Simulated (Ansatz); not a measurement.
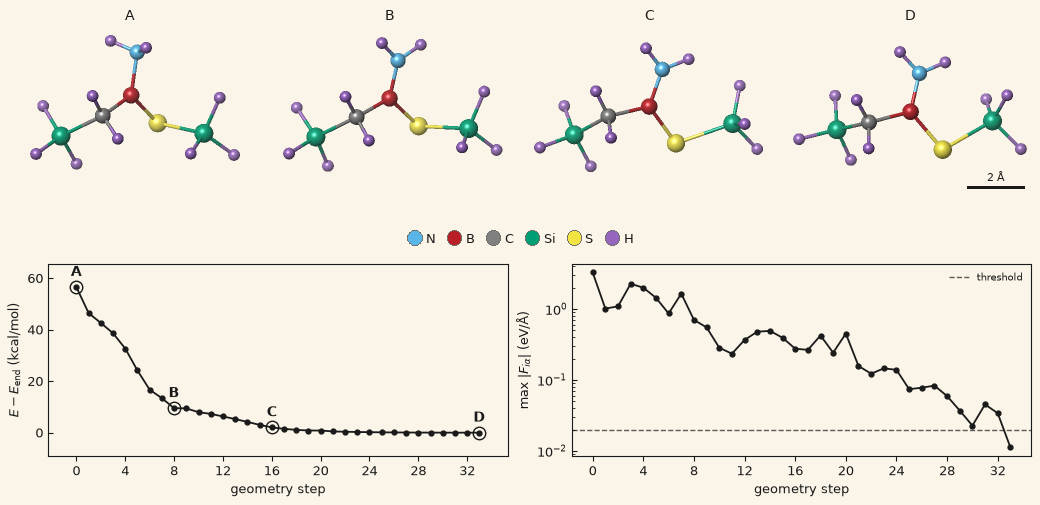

Frames of a relaxation of CH10BNSSi2, marked on the history of the run. Style: ball-and-stick. Shown face on.

The run prepares the start of a later molecular dynamics calculation, from a guessed geometry.

Method: RKS BLYP-D4/STO-3G (Ansatz).

Input file:
```yaml
crystal:
  periodic: [false, false, false]
  atoms:
    - { symbol: "N", position_ang: [-0.4341, -2.1482, -0.1661] }
    - { symbol: B, position_ang: [-0.3493, -0.5903, -0.1832] }
    - { symbol: C, position_ang: [1.0442, 0.0912, -0.4373] }
    - { symbol: Si, position_ang: [1.1449, 1.077, -2.0207] }
    - { symbol: S, position_ang: [-1.8647, 0.4723, 0.123] }
    - { symbol: Si, position_ang: [-1.5511, 0.4768, 2.2638] }
    - { symbol: H, position_ang: [0.191, -2.4684, 0.5595] }
    - { symbol: H, position_ang: [-0.0957, -2.4308, -1.1072] }
    - { symbol: H, position_ang: [1.8627, -0.6778, -0.4487] }
    - { symbol: H, position_ang: [1.3179, 0.7661, 0.4472] }
    - { symbol: H, position_ang: [0.0573, 2.1386, -1.9151] }
    - { symbol: H, position_ang: [2.4189, 1.6662, -2.2128] }
    - { symbol: H, position_ang: [0.6986, 0.199, -3.1549] }
    - { symbol: H, position_ang: [-2.652, 1.2284, 2.9415] }
    - { symbol: H, position_ang: [-0.2578, 1.0692, 2.5831] }
    - { symbol: H, position_ang: [-1.5536, -0.8919, 2.7721] }
basis:
  gaussian: { orbitals: STO-3G }
hamiltonian:
  xc: blyp
  dispersion: d4
relax:
  f_tol: 0.02
  max_steps: 40
scf:
  lower_state_search: "off"
```

Run as
```bash
ansatz run input.yaml --threads 1 --pin off --max-ram 2048MiB --backend cpu --events-out ev --progress --plain --runs-dir out
```

**What happens along the run?**

Over 33 geometry steps the energy falls by 56.6 kcal/mol. The largest force component goes from 3.3 to 0.011 eV/Å. The largest move after the best rigid fit is that of H15, 2.48 Å. Largest moves by element: H 2.48 Å, S 2.02 Å, B 1.00 Å, N 0.90 Å, C 0.63 Å, Si 0.59 Å. Some distances before and after: N1–B2 1.560 → 1.416 Å, B2–S5 1.876 → 1.802 Å, Si4–H11 1.523 → 1.455 Å, Si4–H13 1.502 → 1.456 Å. Among the angles between lasting bonds that change: B2–N1–H7 106.9° → 126.3°, B2–N1–H8 104.1° → 122.3°, B2–S5–Si6 92.6° → 102.7°. Groups turn about B2–S5 by about 90°, B2–C3 by about 25°. The run took 3.8 min on 1 thread of Arm Neoverse N1, on a shared host, peak memory 0.17 GiB. From step 0 to 8: H7 moves most (1.26 Å), energy −47.0 kcal/mol. From step 8 to 16: H15 moves most (1.16 Å), energy −7.45 kcal/mol. From step 16 to 33: H15 moves most (1.04 Å), energy −2.07 kcal/mol.

| step | E − E(0), kcal/mol | largest force component, eV/Å |
| --- | --- | --- |
| 0 | 0.00 | 3.2802 |
| 1 | -10.10 | 1.0165 |
| 2 | -13.94 | 1.0924 |
| 3 | -17.93 | 2.2726 |
| 4 | -23.88 | 2.0046 |
| 5 | -32.40 | 1.4430 |
| 6 | -39.87 | 0.8669 |
| 7 | -43.16 | 1.6501 |
| 8 | -47.04 | 0.7043 |
| 9 | -47.13 | 0.5518 |
| 10 | -48.61 | 0.2859 |
| 11 | -49.27 | 0.2348 |
| 12 | -50.26 | 0.3671 |
| 14 | -52.38 | 0.4935 |
| 15 | -53.53 | 0.3949 |
| 16 | -54.50 | 0.2766 |
| 17 | -55.08 | 0.2661 |
| 18 | -55.47 | 0.4236 |
| 20 | -55.73 | 0.4514 |
| 21 | -56.08 | 0.1579 |
| 22 | -56.20 | 0.1228 |
| 23 | -56.30 | 0.1460 |
| 25 | -56.43 | 0.0744 |
| 26 | -56.47 | 0.0779 |
| 27 | -56.50 | 0.0834 |
| 28 | -56.52 | 0.0594 |
| 29 | -56.53 | 0.0371 |
| 31 | -56.56 | 0.0453 |
| 32 | -56.56 | 0.0341 |
| 33 | -56.56 | 0.0113 |

Limits of the set-up: STO-3G is a minimal basis, so the numbers are rough.
